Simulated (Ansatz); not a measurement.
**Geometry relaxation of CrGa₂₆P₂₇ (part 5 of 5)**

CrGa₂₆P₂₇ (defect cell, 54 atoms in the cell); DFT, PBE, plane-wave PAW, default files, scalar-relativistic, spin-polarised (Ansatz 0.2.0); cutoff 420 eV, 2×2×2 k-mesh, Fermi–Dirac smearing of 0.01 eV, collinear spins. The structure derives from an entry of the Crystallography Open Database. It belongs to a series of runs on one base structure; here: Cr on a Ga site, charge +0, ions relaxed.

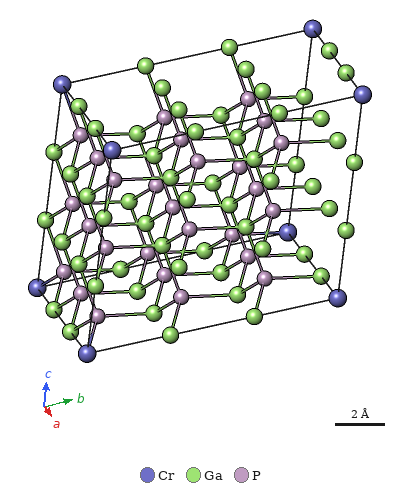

*The geometry at step 3 of the log (ball-and-stick view of the cell of the calculation, seen slightly off an axis).*

### Trajectory as extended XYZ, continued
```
54
Lattice="0.0000 8.1758 8.1758 8.1758 0.0000 8.1758 8.1758 8.1758 0.0000" Properties=species:S:1:pos:R:3:forces:R:3 step=3 energy=-122160.73690
Cr    0.0000    0.0000    0.0000    0.0000   0.0000   0.0000
Ga    2.7210    2.7210    0.0001    0.0000   0.0000  -0.0004
Ga    5.4548    5.4548    0.0001    0.0000   0.0000  -0.0004
Ga    2.7210    0.0001    2.7210    0.0000  -0.0004   0.0000
Ga    5.4505    2.7252    2.7252    0.0005  -0.0005  -0.0005
Ga    8.1757    5.4548    2.7210    0.0004   0.0000   0.0000
Ga    5.4548    0.0001    5.4548    0.0000  -0.0004   0.0000
Ga    8.1757    2.7210    5.4548    0.0004   0.0000   0.0000
Ga   10.9012    5.4503    5.4503   -0.0031   0.0031   0.0031
Ga    0.0001    2.7210    2.7210   -0.0004   0.0000   0.0000
Ga    2.7252    5.4505    2.7252   -0.0005   0.0005  -0.0005
Ga    5.4548    8.1757    2.7210    0.0000   0.0004   0.0000
Ga    2.7252    2.7252    5.4505   -0.0005  -0.0005   0.0005
Ga    5.4505    5.4505    5.4505    0.0005   0.0005   0.0005
Ga    8.1758    8.1758    5.4504    0.0000   0.0000  -0.0009
Ga    5.4548    2.7210    8.1757    0.0000   0.0000   0.0004
Ga    8.1758    5.4504    8.1758    0.0000  -0.0009   0.0000
Ga   10.9011    8.1758    8.1758    0.0009   0.0000   0.0000
Ga    0.0001    5.4548    5.4548   -0.0004   0.0000   0.0000
Ga    2.7210    8.1757    5.4548    0.0000   0.0004   0.0000
Ga    5.4503   10.9012    5.4503    0.0031  -0.0031   0.0031
Ga    2.7210    5.4548    8.1757    0.0000   0.0000   0.0004
Ga    5.4504    8.1758    8.1758   -0.0009   0.0000   0.0000
Ga    8.1758   10.9011    8.1758    0.0000   0.0009   0.0000
Ga    5.4503    5.4503   10.9012    0.0031   0.0031  -0.0031
Ga    8.1758    8.1758   10.9011    0.0000   0.0000   0.0009
Ga   10.9012   10.9012   10.9012   -0.0031  -0.0031  -0.0031
P     1.3387    1.3387    1.3387    0.0016   0.0016   0.0016
P     4.0879    4.0879    1.3638    0.0000   0.0000  -0.0030
P     6.8370    6.8370    1.3387   -0.0016  -0.0016   0.0016
P     4.0879    1.3638    4.0879    0.0000  -0.0030   0.0000
P     6.8119    4.0879    4.0879    0.0030   0.0000   0.0000
P     9.5379    6.8136    4.0872    0.0006  -0.0006  -0.0021
P     6.8370    1.3387    6.8370   -0.0016   0.0016  -0.0016
P     9.5379    4.0872    6.8136    0.0006  -0.0021  -0.0006
P    12.2643    6.8136    6.8136    0.0021  -0.0006  -0.0006
P     1.3638    4.0879    4.0879   -0.0030   0.0000   0.0000
P     4.0879    6.8119    4.0879    0.0000   0.0030   0.0000
P     6.8136    9.5379    4.0872   -0.0006   0.0006  -0.0021
P     4.0879    4.0879    6.8119    0.0000   0.0000   0.0030
P     6.8131    6.8131    6.8131    0.0000   0.0000   0.0000
P     9.5384    9.5384    6.8131    0.0000   0.0000   0.0000
P     6.8136    4.0872    9.5379   -0.0006  -0.0021   0.0006
P     9.5384    6.8131    9.5384    0.0000   0.0000   0.0000
P    12.2643    9.5379    9.5379    0.0021   0.0006   0.0006
P     1.3387    6.8370    6.8370    0.0016  -0.0016  -0.0016
P     4.0872    9.5379    6.8136   -0.0021   0.0006  -0.0006
P     6.8136   12.2643    6.8136   -0.0006   0.0021  -0.0006
P     4.0872    6.8136    9.5379   -0.0021  -0.0006   0.0006
P     6.8131    9.5384    9.5384    0.0000   0.0000   0.0000
P     9.5379   12.2643    9.5379    0.0006   0.0021   0.0006
P     6.8136    6.8136   12.2643   -0.0006  -0.0006   0.0021
P     9.5379    9.5379   12.2643    0.0006   0.0006   0.0021
P    12.2636   12.2636   12.2636    0.0000   0.0000   0.0000
```

### Results in brief

```csv
quantity,value
outcome,converged
electrons treated,487
free energy,−122160.7369 eV
Fermi energy,7.842 eV
net moment of the cell,3.00 μB
integrated absolute moment,3.69 μB
pressure,2.39 GPa
final volume,1092.98 Å³
field gradient V_zz (10²¹ V/m²),"Cr 0.0000, Ga 0.71, Ga 0.71, Ga 0.71, Ga −0.0286, Ga 0.71, Ga 0.71, Ga 0.71 (the first 8 of 54 sites)"
largest force (length of the vector) at the end,0.005 eV/Å
hardware,"4 threads of Arm Neoverse V2, 24 GiB of memory available, shared host"
wall time,2.9 min (CPU time 11 min)
peak memory,6.6 GiB
```

The program warns: the SCF threshold is looser than advised for the printed stress.
